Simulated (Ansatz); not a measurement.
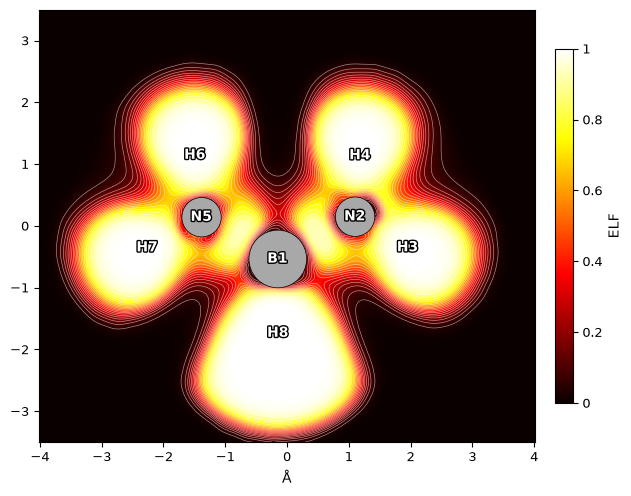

BH5N2···H2S. ELF on the plane of atoms N5, B1 and H8. Grey discs cover the atomic cores.

Method: Ansatz, RKS PBE0/6-31G*.

```yaml
atoms:
  - { symbol: B, position_ang: [0.1098, -0.4844, 0.0769] }
  - { symbol: N, position_ang: [0.0418, -0.2312, 1.4793] }
  - { symbol: H, position_ang: [-0.7283, -0.5961, 2.0181] }
  - { symbol: H, position_ang: [0.8685, -0.0817, 2.0413] }
  - { symbol: N, position_ang: [1.2675, -0.2350, -0.6830] }
  - { symbol: H, position_ang: [2.1318, 0.1266, -0.3090] }
  - { symbol: H, position_ang: [1.2862, -0.3688, -1.6801] }
  - { symbol: H, position_ang: [-0.8755, -0.8861, -0.4797] }
  - { symbol: S, position_ang: [-0.7243, 3.1988, 1.7133] }
  - { symbol: H, position_ang: [-0.9636, 3.3670, 0.4002] }
  - { symbol: H, position_ang: [-0.4988, 1.8651, 1.5736] }
```

Question: Read the bonding off the picture.

Answer:
- The plane passes through B, N and H nuclei.
- B–N (1.41 Å): the ELF peaks at about 0.95 between the atoms; a polar covalent bond.
- N–H (1.01 Å): the ELF climbs to about 1 towards the hydrogen, as it does in any bond to H: an ordinary covalent bond to hydrogen.
- B–H (1.20 Å): the ELF climbs to about 1 towards the hydrogen: an ordinary covalent bond to hydrogen.
